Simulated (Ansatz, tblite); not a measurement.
# InH2(OiPr) (C3H9InO): one state, many levels

Aim: run the singlet of InH2(OiPr) (C3H9InO) at one geometry on many levels, and compare frontier levels, spin and run time.

Computed with Ansatz 0.2.0, Gaussian basis. Level: as each input shows.

Plan: GFN1-xTB, GFN2-xTB, PBE-D4/def2-TZVP, r2SCAN-D4/def2-TZVP, revPBE-D4/def2-TZVP, ωB97X-V/def2-TZVP, r2SCAN0-D4/def2-TZVP, PBE-D4/def2-SVP, PBE0-D4/def2-SVP, CCSD(T)/def2-SVP, MP2/def2-TZVP.

5 further runs of the same task are left out: 5 set aside as unsound or not needed. Runs told in other sessions of the task aren't counted.

### Step 1. The geometry

The singlet was relaxed beforehand with r2SCAN-D4/def2-SVP.

14 atoms, charge 0, spin multiplicity 1.

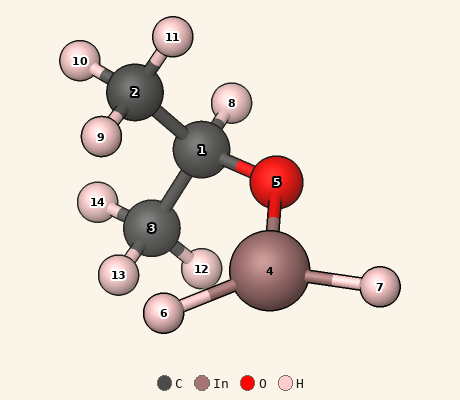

The structure; carbon dark grey, indium brown, oxygen red, hydrogen pink; atoms are numbered from 1 in the order of the file.

In takes a core potential in the def2 sets. No spin-orbit coupling is included.

PBE0-D4/def2-TZVP was run before; its log isn't repeated, and its numbers join the tables.

### Step 2. GFN1-xTB

Tight binding, by tblite at 300 K electronic temperature and without a spin-polarisation term:

```python
tblite.interface.Calculator('GFN1-xTB', numbers, positions, charge=0, uhf=0).singlepoint()
```

Energy -474.5297 eV, HOMO -11.00 eV, LUMO -5.06 eV; 0.01 s.

### Step 3. GFN2-xTB

Tight binding, by tblite at 300 K electronic temperature and without a spin-polarisation term:

```python
tblite.interface.Calculator('GFN2-xTB', numbers, positions, charge=0, uhf=0).singlepoint()
```

Energy -442.9223 eV, HOMO -10.69 eV, LUMO -7.22 eV; 0.004 s.

### Step 4. PBE-D4/def2-TZVP

start.molden holds the orbitals of an earlier run on this state, given as this run's starting guess.

in.yaml

```yaml
crystal:
  periodic: [false, false, false]
  atoms:
    - {symbol: C, position_ang: [-0.414886, -0.673639, -0.308211]}
    - {symbol: C, position_ang: [-1.305571, -0.158997, 0.820033]}
    - {symbol: C, position_ang: [0.902624, -1.234581, 0.221488]}
    - {symbol: In, position_ang: [0.742879, 2.076195, -1.024536]}
    - {symbol: O, position_ang: [-0.200546, 0.315160, -1.287029]}
    - {symbol: H, position_ang: [1.382856, 2.455332, 0.525919]}
    - {symbol: H, position_ang: [0.713400, 2.902573, -2.523238]}
    - {symbol: H, position_ang: [-0.955357, -1.500594, -0.816206]}
    - {symbol: H, position_ang: [-0.792430, 0.644960, 1.378270]}
    - {symbol: H, position_ang: [-1.560840, -0.955595, 1.538116]}
    - {symbol: H, position_ang: [-2.241944, 0.248216, 0.407654]}
    - {symbol: H, position_ang: [1.527857, -1.586547, -0.613965]}
    - {symbol: H, position_ang: [1.460772, -0.454042, 0.769425]}
    - {symbol: H, position_ang: [0.741167, -2.078432, 0.912290]}
basis:
  gaussian: {orbitals: def2-TZVP, initial_orbitals: start.molden}
hamiltonian: {xc: pbe, dispersion: d4}
scf: {omitted_lower_state_checks: [starts]}
output: {forces: true, orbitals: {seedname: orbitals}}
```

Run with:

```sh
$ ansatz run in.yaml --threads 4 --pin off --events-out ev --progress --plain --max-ram 4787MiB
```

The program printed, shortened:

```text
Functional definition: PBE
  name "PBE"
  cite "Perdew, Burke & Ernzerhof, Phys. Rev. Lett. 77, 3865 (1996) doi:10.1103/PhysRevLett.77.3865"
  parent pbe
[...]
1475 factors; their error is unknown
[...]
mean field -10473.75711671 eV, -384.9034746717 hartree, gradient 1.1e-5 eV, S^2 0.000000; 0 other end points of the search recorded, 0 dependent functions left out
[...]
reference -10473.75718325 eV, -384.9034771169 hartree; 28, 28 occupied and 200, 200 virtual orbitals, 1475 factors
Total energy: -10474.05335747 eV, -384.9143613188 hartree
Atom 0 at    -0.414886    -0.673639    -0.308211 Å, force    -0.048057    -0.227836     0.228550 eV/Å
Atom 1 at    -1.305571    -0.158997     0.820033 Å, force    -0.095643     0.058275     0.110103 eV/Å
Atom 2 at     0.902624    -1.234581     0.221488 Å, force     0.138638    -0.056727     0.045453 eV/Å
Atom 3 at     0.742879     2.076195    -1.024536 Å, force     0.019407     0.018168     0.037158 eV/Å
Atom 4 at    -0.200546     0.315160    -1.287029 Å, force    -0.014734     0.177261    -0.367850 eV/Å
Atom 5 at     1.382856     2.455332     0.525919 Å, force     0.016085    -0.002064     0.064039 eV/Å
Atom 6 at     0.713400     2.902573    -2.523238 Å, force    -0.009082     0.018030    -0.066342 eV/Å
Atom 7 at    -0.955357    -1.500594    -0.816206 Å, force     0.019919     0.045459    -0.007300 eV/Å
Atom 8 at    -0.792430     0.644960     1.378270 Å, force    -0.022878    -0.047661    -0.023412 eV/Å
Atom 9 at    -1.560840    -0.955595     1.538116 Å, force     0.017330     0.030481    -0.038973 eV/Å
Atom 10 at    -2.241944     0.248216     0.407654 Å, force     0.047807    -0.025632     0.026002 eV/Å
Atom 11 at     1.527857    -1.586547    -0.613965 Å, force    -0.033931     0.013845     0.047585 eV/Å
Atom 12 at     1.460772    -0.454042     0.769425 Å, force    -0.032560    -0.041869    -0.021504 eV/Å
Atom 13 at     0.741167    -2.078432     0.912290 Å, force    -0.002302     0.040269    -0.033509 eV/Å
Dipole moment:     0.114547     0.117229     0.201281 e Å
Checks for a lower state left out: starts
```

It took 2.6 s on 4 threads of Arm Neoverse V2, shared host.

HOMO -5.90 eV, LUMO -2.21 eV.

### Step 5. r2SCAN-D4/def2-TZVP

in.yaml: that of step 4 with these lines changed.

```diff
@@ -19,4 +19,4 @@
   gaussian: {orbitals: def2-TZVP, initial_orbitals: start.molden}
-hamiltonian: {xc: pbe, dispersion: d4}
+hamiltonian: {xc: r2scan, dispersion: d4}
 scf: {omitted_lower_state_checks: [starts]}
-output: {forces: true, orbitals: {seedname: orbitals}}
+output: {orbitals: {seedname: orbitals}}
```

Same command.

The program printed:

```text
Functional definition: r2SCAN
  name "r2SCAN"
  cite "Furness, Kaplan, Ning, Perdew & Sun, J. Phys. Chem. Lett. 11, 8208 (2020) doi:10.1021/acs.jpclett.0c02405"
  cite "Furness, Kaplan, Ning, Perdew & Sun, J. Phys. Chem. Lett. 11, 9248 (2020) doi:10.1021/acs.jpclett.0c03077"
  parent r2scan
  parameter k0 = 0.174
  parameter k1 = 0.065
  parameter a1 = 4.9479
  exchange = r2scan_x(k0 = k0, k1 = k1, a1 = a1)
  correlation = r2scan_c
these checks for a lower state are left out or cut short: starts
1475 factors; their error is unknown
mean field evaluation 1: about -10479.4829 eV, gradient 5.4e0 eV
mean field evaluation 2: about -10479.5316 eV, gradient 5.4e-2 eV
mean field evaluation 4: about -10479.4945 eV, gradient 5.0e-4 eV
mean field -10479.49445441 eV, -385.1143179432 hartree, gradient 1.1e-5 eV, S^2 0.000000; 0 other end points of the search recorded, 0 dependent functions left out
reference -10479.49447345 eV, -385.1143186430 hartree; 28, 28 occupied and 200, 200 virtual orbitals, 1475 factors
Total energy: -10479.56945527 eV, -385.1170741738 hartree
Checks for a lower state left out: starts
```

Wall time 4.4 s (4 threads of Arm Neoverse V2, shared host).

HOMO -6.14 eV, LUMO -1.94 eV.

### Step 6. revPBE-D4/def2-TZVP

in.yaml: that of step 5 with these lines changed.

```diff
@@ -19,3 +19,3 @@
   gaussian: {orbitals: def2-TZVP, initial_orbitals: start.molden}
-hamiltonian: {xc: r2scan, dispersion: d4}
+hamiltonian: {xc: {name: revPBE}, dispersion: d4}
 scf: {omitted_lower_state_checks: [starts]}
```

Same command.

The program printed:

```text
Functional definition: revPBE
  name "revPBE"
  cite "Zhang & Yang, Phys. Rev. Lett. 80, 890 (1998) doi:10.1103/PhysRevLett.80.890"
  cite "Perdew, Burke & Ernzerhof, Phys. Rev. Lett. 77, 3865 (1996) doi:10.1103/PhysRevLett.77.3865"
  parameter kappa = 1.245
  parameter beta = 0.06672455060314922
  exchange = pbe_x(kappa = kappa, mu = beta*pi^2/3)
  correlation = pbe_c(beta = beta)
these checks for a lower state are left out or cut short: starts
1475 factors; their error is unknown
mean field evaluation 1: about -10480.1767 eV, gradient 1.0e1 eV
mean field evaluation 2: about -10480.2912 eV, gradient 1.6e-1 eV
mean field evaluation 4: about -10480.2503 eV, gradient 8.1e-4 eV
mean field -10480.25025942 eV, -385.1420932649 hartree, gradient 9.9e-6 eV, S^2 0.000000; 0 other end points of the search recorded, 0 dependent functions left out
reference -10480.25034352 eV, -385.1420963555 hartree; 28, 28 occupied and 200, 200 virtual orbitals, 1475 factors
Total energy: -10481.16382085 eV, -385.1756660283 hartree
Checks for a lower state left out: starts
```

It took 2.1 s on 4 threads of Arm Neoverse V2, shared host.

From the report: HOMO -5.81 eV, LUMO -2.09 eV.

### Step 7. ωB97X-V/def2-TZVP

in.yaml: that of step 6 with these lines changed.

```diff
@@ -19,3 +19,3 @@
   gaussian: {orbitals: def2-TZVP, initial_orbitals: start.molden}
-hamiltonian: {xc: {name: revPBE}, dispersion: d4}
+hamiltonian: {xc: {name: wB97X-V}}
 scf: {omitted_lower_state_checks: [starts]}
```

The command is unchanged.

The program printed, shortened:

```text
Functional definition: wB97X-V
  name "wB97X-V"
  cite "Mardirossian & Head-Gordon, Phys. Chem. Chem. Phys. 16, 9904 (2014) doi:10.1039/C3CP54374A"
  cite "Becke, J. Chem. Phys. 107, 8554 (1997) doi:10.1063/1.475007"
  cite "Vydrov & Van Voorhis, J. Chem. Phys. 133, 244103 (2010) doi:10.1063/1.3521275"
[...]
      + integral(e_c_pw_opposite_spin*poly(b97_u_opposite, cos0, cos1)) + vv10(b, c)
[...]
1539 factors; their error is unknown
420 factors; integrals over basis functions are off by at most 8.1e-6 eV
[...]
mean field -10478.56043284 eV, -385.0799932836 hartree, gradient 1.7e-5 eV, S^2 0.000000; 0 other end points of the search recorded, 0 dependent functions left out
reference -10478.56042990 eV, -385.0799931753 hartree; 28, 28 occupied and 200, 200 virtual orbitals, 1539 factors
Total energy: -10478.56042990 eV, -385.0799931753 hartree
Checks for a lower state left out: starts
```

Wall time 8.5 s (4 threads of Arm Neoverse V2, shared host); peak memory 0.8 GiB.

From the report: HOMO -9.67 eV, LUMO 0.22 eV.

### Step 8. r2SCAN0-D4/def2-TZVP

in.yaml: that of step 7 with these lines changed.

```diff
@@ -19,3 +19,3 @@
   gaussian: {orbitals: def2-TZVP, initial_orbitals: start.molden}
-hamiltonian: {xc: {name: wB97X-V}}
+hamiltonian: {xc: {name: r2SCAN0}, dispersion: d4}
 scf: {omitted_lower_state_checks: [starts]}
```

Launched as before.

The program printed, shortened:

```text
Functional definition: r2SCAN0
  name "r2SCAN0"
  cite "Bursch, Neugebauer, Ehlert & Grimme, J. Chem. Phys. 156, 134105 (2022) doi:10.1063/5.0086040"
  cite "Furness, Kaplan, Ning, Perdew & Sun, J. Phys. Chem. Lett. 11, 8208 (2020) doi:10.1021/acs.jpclett.0c02405"
  cite "Furness, Kaplan, Ning, Perdew & Sun, J. Phys. Chem. Lett. 11, 9248 (2020) doi:10.1021/acs.jpclett.0c03077"
  parent r2scan
[...]
1568 factors; their error is unknown
[...]
mean field -10477.93909207 eV, -385.0571594314 hartree, gradient 2.0e-5 eV, S^2 0.000000; 0 other end points of the search recorded, 0 dependent functions left out
reference -10477.93910667 eV, -385.0571599678 hartree; 28, 28 occupied and 200, 200 virtual orbitals, 1568 factors
Total energy: -10478.02679532 eV, -385.0603824662 hartree
Checks for a lower state left out: starts
```

Wall time 5.5 s (4 threads of Arm Neoverse V2, shared host); peak memory 0.66 GiB.

From the report: HOMO -7.48 eV, LUMO -1.35 eV.

### Step 9. PBE-D4/def2-SVP

in.yaml: that of step 8 with these lines changed.

```diff
@@ -18,4 +18,4 @@
 basis:
-  gaussian: {orbitals: def2-TZVP, initial_orbitals: start.molden}
-hamiltonian: {xc: {name: r2SCAN0}, dispersion: d4}
+  gaussian: {orbitals: def2-SVP, initial_orbitals: start.molden}
+hamiltonian: {xc: pbe, dispersion: d4}
 scf: {omitted_lower_state_checks: [starts]}
```

The command is unchanged.

The program printed:

```text
Functional definition: PBE
  name "PBE"
  cite "Perdew, Burke & Ernzerhof, Phys. Rev. Lett. 77, 3865 (1996) doi:10.1103/PhysRevLett.77.3865"
  parent pbe
  parameter kappa = 0.804
  parameter beta = 0.06672455060314922
  exchange = pbe_x(kappa = kappa, mu = beta*pi^2/3)
  correlation = pbe_c(beta = beta)
these checks for a lower state are left out or cut short: starts
1455 factors; their error is unknown
mean field evaluation 1: about -10467.0943 eV, gradient 3.0e1 eV
mean field evaluation 2: about -10467.5078 eV, gradient 5.9e-1 eV
mean field evaluation 4: about -10467.4594 eV, gradient 2.8e-1 eV
mean field evaluation 8: about -10467.4595 eV, gradient 2.2e-5 eV
mean field -10467.45954750 eV, -384.6720432718 hartree, gradient 2.2e-5 eV, S^2 0.000000; 0 other end points of the search recorded, 0 dependent functions left out
reference -10467.45959714 eV, -384.6720450959 hartree; 28, 28 occupied and 99, 99 virtual orbitals, 1455 factors
Total energy: -10467.75577136 eV, -384.6829292978 hartree
Checks for a lower state left out: starts
```

It took 1.3 s on 4 threads of Arm Neoverse V2, shared host.

HOMO -5.77 eV, LUMO -2.12 eV.

### Step 10. PBE0-D4/def2-SVP

in.yaml: that of step 9 with these lines changed.

```diff
@@ -19,3 +19,3 @@
   gaussian: {orbitals: def2-SVP, initial_orbitals: start.molden}
-hamiltonian: {xc: pbe, dispersion: d4}
+hamiltonian: {xc: pbe0, dispersion: d4}
 scf: {omitted_lower_state_checks: [starts]}
```

Launched as before.

The program printed:

```text
Functional definition: PBE0
  name "PBE0"
  cite "Adamo & Barone, J. Chem. Phys. 110, 6158 (1999) doi:10.1063/1.478522"
  cite "Perdew, Burke & Ernzerhof, Phys. Rev. Lett. 77, 3865 (1996) doi:10.1103/PhysRevLett.77.3865"
  parent pbe
  parameter a = 0.25
  parameter kappa = 0.804
  parameter beta = 0.06672455060314922
  exchange = (1 - a)*pbe_x(kappa = kappa, mu = beta*pi^2/3) + a*exact_x
  correlation = pbe_c(beta = beta)
these checks for a lower state are left out or cut short: starts
1506 factors; their error is unknown
mean field evaluation 1: about -10467.7594 eV, gradient 2.9e1 eV
mean field evaluation 2: about -10468.0497 eV, gradient 3.8e-1 eV
mean field evaluation 4: about -10468.1530 eV, gradient 3.0e-1 eV
mean field evaluation 8: about -10468.1532 eV, gradient 2.4e-5 eV
mean field -10468.15324380 eV, -384.6975361404 hartree, gradient 2.4e-5 eV, S^2 0.000000; 0 other end points of the search recorded, 0 dependent functions left out
reference -10468.15328125 eV, -384.6975375166 hartree; 28, 28 occupied and 99, 99 virtual orbitals, 1506 factors
Total energy: -10468.40476210 eV, -384.7067792675 hartree
Checks for a lower state left out: starts
```

It took 1.6 s on 4 threads of Arm Neoverse V2, shared host.

From the report: HOMO -7.18 eV, LUMO -1.43 eV.

### Step 11. CCSD(T)/def2-SVP

in.yaml: that of step 10 with these lines changed.

```diff
@@ -19,3 +19,3 @@
   gaussian: {orbitals: def2-SVP, initial_orbitals: start.molden}
-hamiltonian: {xc: pbe0, dispersion: d4}
+correlation: {method: ccsd_t}
 scf: {omitted_lower_state_checks: [starts]}
```

Same command.

The program printed, shortened:

```text
Functional definition: HF
  name "HF"
  cite "Fock, Z. Phys. 61, 126 (1930) doi:10.1007/BF01340294"
  parent pbe
[...]
1373 factors; integrals over basis functions are off by at most 1.1e-3 eV
[...]
mean field -10415.08567210 eV, -382.7473388512 hartree, gradient 2.7e-6 eV, S^2 0.000000; 0 other end points of the search recorded, 0 dependent functions left out
8 core orbitals not correlated: weight in the atoms' cores, before any rotation towards them, 1.000 or more for the frozen orbitals, at most 0.000 for the correlated occupied ones
reference -10415.08567210 eV, -382.7473388512 hartree; 20, 20 occupied and 99, 99 virtual orbitals, 1373 factors
second order -19.49592358 eV of doubles, -0.00000000 eV of singles
cycle   1  -20.36741407 eV  change   -8.7e-1 eV  update   1.2e-1
[...]
cycle  10  -21.12508443 eV  change   -1.8e-6 eV  update   3.4e-5
perturbative correction -0.62492612 eV, -0.0229656114 hartree
Total energy: -10436.83568265 eV, -383.5466369961 hartree
Checks for a lower state left out: starts
```

Run time: 17 s. Hardware: 4 threads of Arm Neoverse V2, shared host; peak memory 0.94 GiB.

Report: Hartree-Fock HOMO -10.67 eV, LUMO 1.05 eV; T1 0.014.

### Step 12. MP2/def2-TZVP

in.yaml: that of step 11 with these lines changed.

```diff
@@ -18,4 +18,4 @@
 basis:
-  gaussian: {orbitals: def2-SVP, initial_orbitals: start.molden}
-correlation: {method: ccsd_t}
+  gaussian: {orbitals: def2-TZVP, initial_orbitals: start.molden}
+correlation: {method: mp2}
 scf: {omitted_lower_state_checks: [starts]}
```

Launched as before.

The program printed:

```text
Functional definition: HF
  name "HF"
  cite "Fock, Z. Phys. 61, 126 (1930) doi:10.1007/BF01340294"
  parent pbe
  exchange = exact_x
  correlation = 0
these checks for a lower state are left out or cut short: starts
1740 factors; integrals over basis functions are off by at most 1.0e-3 eV
mean field evaluation 1: about -10420.0744 eV, gradient 2.5e1 eV
mean field evaluation 2: about -10421.0559 eV, gradient 9.9e-1 eV
mean field evaluation 4: about -10421.2523 eV, gradient 2.0e-2 eV
mean field evaluation 8: about -10421.2523 eV, gradient 1.1e-6 eV
mean field -10421.25229285 eV, -382.9739579839 hartree, gradient 2.1e-6 eV, S^2 0.000000; 0 other end points of the search recorded, 0 dependent functions left out
8 core orbitals not correlated: weight in the atoms' cores, before any rotation towards them, 1.000 or more for the frozen orbitals, at most 0.000 for the correlated occupied ones
reference -10421.25229285 eV, -382.9739579839 hartree; 20, 20 occupied and 200, 200 virtual orbitals, 1740 factors
second order -28.26218552 eV of doubles, -0.00000000 eV of singles
Total energy: -10449.51447837 eV, -384.0125741449 hartree
Checks for a lower state left out: starts
```

Wall time 3.5 s (4 threads of Arm Neoverse V2, shared host); peak memory 0.62 GiB.

Hartree-Fock HOMO -10.72 eV, LUMO 0.78 eV.

### Step 13. Levels side by side

```
               level  functions  HOMO (eV)  LUMO (eV)  gap (eV)   time
     PBE-D4/def2-SVP        127      -5.77      -2.12      3.65  1.3 s
    PBE-D4/def2-TZVP        228      -5.90      -2.21      3.69  2.6 s
 revPBE-D4/def2-TZVP        228      -5.81      -2.09      3.73  2.1 s
 r2SCAN-D4/def2-TZVP        228      -6.14      -1.94      4.20  4.4 s
    PBE0-D4/def2-SVP        127      -7.18      -1.43      5.75  1.6 s
   PBE0-D4/def2-TZVP        228      -7.29      -1.51      5.78  3.8 s
r2SCAN0-D4/def2-TZVP        228      -7.48      -1.35      6.13  5.5 s
   ωB97X-V/def2-TZVP        228      -9.67       0.22      9.89  8.5 s
```

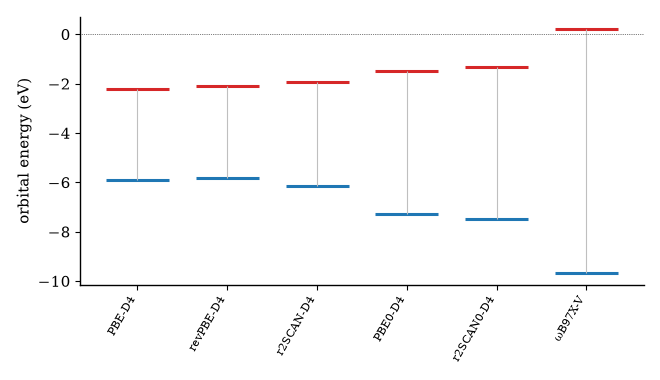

Highest filled (blue) and lowest empty (red) level in def2-TZVP.

Energy pieces by basis (eV):

```
    basis           HF  MP2 correlation  CCSD correlation      (T)              total
 def2-SVP  -10415.0857         -19.4959          -21.1251  -0.6249        -10436.8357
def2-TZVP  -10421.2523         -28.2622                             -10449.5145 (MP2)
```

The correlation energy is far from converged in these sets, so it jumps between bases; where outer-core shells are correlated, the sets cover them unevenly.

### Step 14. Binding energy

Free atoms were run apart at each level; binding is atoms less cluster, divided by the number of atoms, without zero-point or spin-orbit terms.

Differences are taken before rounding.

```
              method  binding an atom (eV)  from CCSD(T)/def2-SVP (eV)   time
         HF/def2-SVP                 2.705                      -0.788       
        HF/def2-TZVP                 2.668                      -0.825       
     PBE-D4/def2-SVP                 3.722                      +0.229  1.3 s
    PBE-D4/def2-TZVP                 3.699                      +0.206  2.6 s
 revPBE-D4/def2-TZVP                 3.615                      +0.123  2.1 s
 r2SCAN-D4/def2-TZVP                 3.652                      +0.159  4.4 s
    PBE0-D4/def2-SVP                 3.669                      +0.177  1.6 s
   PBE0-D4/def2-TZVP                 3.645                      +0.152  3.8 s
r2SCAN0-D4/def2-TZVP                 3.604                      +0.112  5.5 s
   ωB97X-V/def2-TZVP                 3.659                      +0.166  8.5 s
        MP2/def2-SVP                 3.512                      +0.019       
       MP2/def2-TZVP                 3.543                      +0.050  3.5 s
       CCSD/def2-SVP                 3.459                      -0.033       
    CCSD(T)/def2-SVP                 3.493                           0   17 s
```

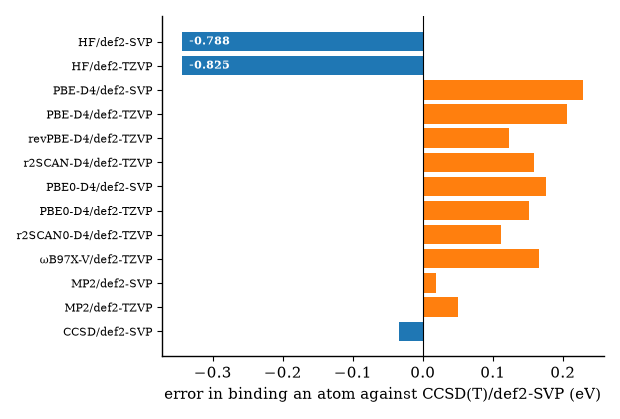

Deviations from CCSD(T)/def2-SVP, method by method. Bars with a number in them are cut short.

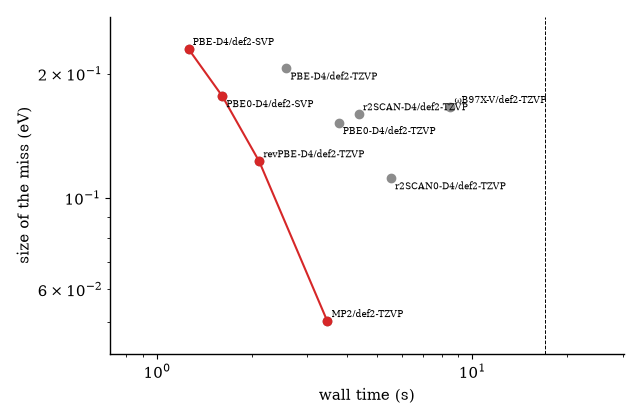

Miss against cost. Red marks the levels that no quicker level drawn beats (of those quicker than the yardstick), and the dashed line is the time of CCSD(T)/def2-SVP. Times are from a shared host.

### Step 15. Results

| quantity | value |
| --- | --- |
| gap in def2-TZVP, named functionals, smallest and largest | 3.69 eV (PBE-D4), 9.89 eV (ωB97X-V) |
| correlation energy, CCSD(T)/def2-SVP | -21.75 eV |
| correlation energy, MP2/def2-TZVP | -28.26 eV |
| binding an atom, CCSD(T)/def2-SVP | 3.493 eV |
| PBE0 total energy, smallest basis above largest | 6.16 eV (def2-SVP, def2-TZVP) |

**Reading.** Over the named functionals in def2-TZVP the gap runs from 3.69 eV (PBE-D4) to 9.89 eV (ωB97X-V); exact exchange widens it. The functionals in def2-TZVP miss CCSD(T)/def2-SVP by +0.112 (r2SCAN0-D4) to +0.206 eV (PBE-D4) an atom. The yardstick is in a double-zeta basis, so levels in larger sets aren't compared like for like. The reference is CCSD(T) in one finite basis, so it carries an error of its own, often a tenth of an eV or more, and near misses can't be ranked.

MP2/def2-TZVP reaches 0.050 eV from the reference in 3.5 s, where CCSD(T)/def2-SVP took 17 s; the quickest level in the cost chart, PBE-D4/def2-SVP, takes 1.3 s and misses by 0.229 eV. The slowest run with a step of its own, CCSD(T)/def2-SVP, took 17 s; the quickest functional in def2-TZVP took 2.1 s (shared host).
